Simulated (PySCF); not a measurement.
Vertical excitations of a molecule C3H10AlN from TDDFT-CAM-B3LYP/def2-SVPD (PySCF 2.14.0), as energy in eV (oscillator strength): 5.18 (0.140), 5.97 (0.012), 6.19 (0.000), 6.71 (0.024), 6.92 (0.000), 7.08 (0.032), 7.13 (0.004), 7.25 (0.043), 7.39 (0.045), 7.85 (0.001). Lowest triplet (TDA): 4.17 eV. Geometry: B3LYP-D3(BJ)/def2-SVP. Other conformers were not sampled.

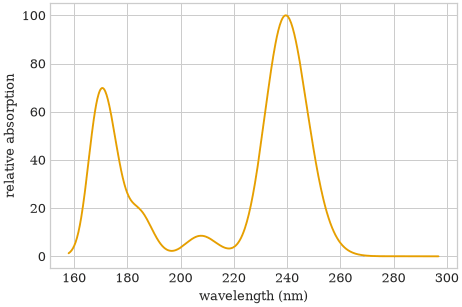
The lines broadened by 0.4 eV.

Task: Pick the molecule that these values belong to.
A. C[NH][Al]([CH3])[CH3]
B. CC[N](C)[AlH2]
C. CC(C)[NH][AlH2]
D. [CH3][AlH][N](C)C

Result: B, CC[N](C)[AlH2]
